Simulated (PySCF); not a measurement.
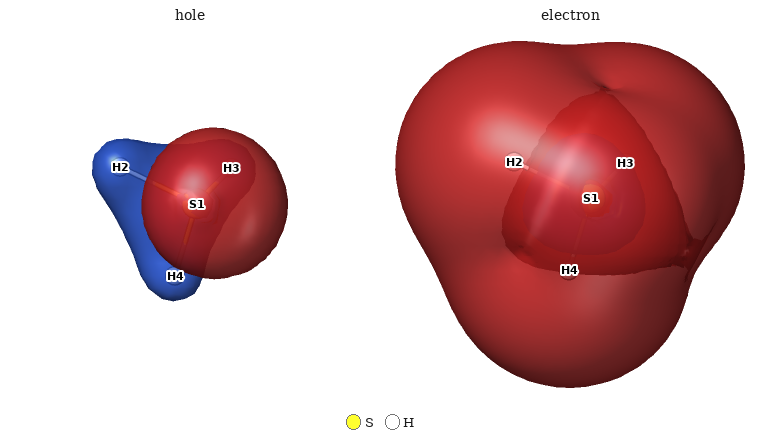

*H$_{3}$S, charge +1, SMILES `[SH3+]`. Leading natural transition orbital pair of S₃ (full linear response singlet states); the surfaces enclose about 78 % of each orbital's density.*

Method: PBE0/6-31+G*; geometry: GFN2-xTB; program: PySCF. No frequency check shows the geometry to be a minimum. GFN2-xTB bond lengths at metals and heavier atoms can be off by up to 0.1 Å and shapes distorted, which carries into these values.

Input

```python
import numpy as np
from pyscf import gto, scf, dft, tdscf
from pyscf.scf import atom_ks, atom_hf
from scipy.linalg import block_diag

def solve(mol, dm0=None, hcore=None):
    mf = (dft.UKS if mol.spin else dft.RKS)(mol, xc='pbe0')
    mf.grids.level = 3
    mf = mf.density_fit(auxbasis='def2-universal-jkfit')
    mf.conv_tol, mf.max_cycle = 1e-8, 80
    if hcore is not None:
        mf.get_hcore = lambda *args: hcore
    mf.kernel(dm0)
    if not mf.converged:
        mf = mf.newton().run(mf.mo_coeff, mf.mo_occ, max_cycle=30)
    assert mf.converged, 'SCF not converged'
    return mf

mol = gto.M(atom='''
S      0.00000     0.00010    -0.11522
H      0.98184     0.58264     0.61485
H     -0.99609     0.55795     0.61485
H      0.01426    -1.14215     0.61386
''', basis='6-31+g*', charge=1, spin=0, verbose=4)
mf = solve(mol)
td = mf.TDDFT()
td.nstates, td.singlet, td.conv_tol = 6, True, 1e-5
td.kernel()
td.analyze()
x, y = np.array([p[0] for p in td.xy]), np.array([p[1] + 0 * p[0] for p in td.xy])
f, mu = td.oscillator_strength(), td.transition_dipole()
nto = [td.get_nto(state=i + 1, verbose=4) for i in range(len(td.e))]
# spherically averaged free atoms, for the promolecule
atm = atom_ks.get_atm_nrks(mol, xc='pbe0')
pro = block_diag(*[(atm[a[0]][2] * atm[a[0]][3]) @ atm[a[0]][2].T for a in mol._atom])
np.savez('result.npz', e=td.e, f=f, ok=td.converged, w=[n[0] for n in nto], nto=[n[1] for n in nto], x=x, y=y, c=mf.mo_coeff, occ=mf.mo_occ, eps=mf.mo_energy, pro=pro, mu=mu)
```

Launched as:

```sh
OMP_NUM_THREADS=1 python input.py
```

The run took 9.2 s on 1 thread of Intel(R) Xeon(R) Platinum 8259CL CPU @ 2.50GHz (Skylake/Cascade Lake), on a shared host, peak memory 0.23 GiB.

Q: Give its energy and the atoms that hole and electron lie on.

A: 10.49 eV (118 nm), f = 0.105 (bright), partly diffuse acceptor orbital; the leading pair carries 98 %; hole on S1 (83 %) and H2, H3 and H4 (6 % each), electron on S1 (48 %) and H2, H3 and H4 (17 % each) (atom shares of so diffuse an orbital are rough); their centroids lie 0.8 Å apart. In canonical orbitals it is mainly HOMO → LUMO+2 (98 %). The HOMO–LUMO gap is 11.28 eV.
